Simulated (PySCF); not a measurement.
# C4H5B: the cost of one run

Computed with PySCF 2.14.0, with density-fitted response routines of our own, on a single molecule in the gas phase. Atoms are numbered from 0 throughout.

## 1. The starting structure

10 atoms, charge 0, multiplicity 1; geometry from: GFN2-xTB. The atoms were then displaced at random by about 0.01 Å, so the start is not that level's minimum.

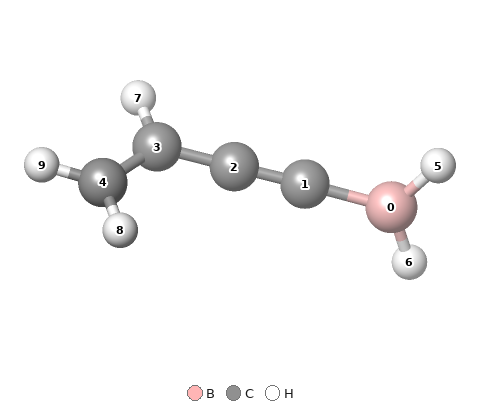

As it starts; boron pink, carbon grey, hydrogen white, atoms numbered; sticks join atoms by distance.

## 2. Relaxing the molecule at PBE0-D3(BJ)/def2-SVP

What the job is given:

```
{"job": {"xc": "PBE0", "basis": "def2-SVP", "d3": "d3bj", "grid": 1, "shake": 0.01, "kind": "geom"}, "charge": 0, "multiplicity": 1}
B      2.725020     0.102560    -0.195960
C      1.210550     0.147380    -0.242180
C     -0.020260     0.158380    -0.278650
C     -1.370940     0.180070    -0.329620
C     -2.197460    -0.365260     0.587940
H      3.289400     1.096840     0.104280
H      3.280230    -0.859670    -0.478930
H     -1.802620     0.680510    -1.201260
H     -1.794090    -0.841650     1.489460
H     -3.269400    -0.320090     0.523870
```

Started as:

```sh
$ OMP_NUM_THREADS=1 python probes_run.py task.json out
```

The driver reads the jobs from task.json and runs them one after another.

**Question.** How long does this first job take on 1 thread of Arm Neoverse V2, shared host, and how much memory does it need?

About 28 s, with a peak of 0.38 GiB.
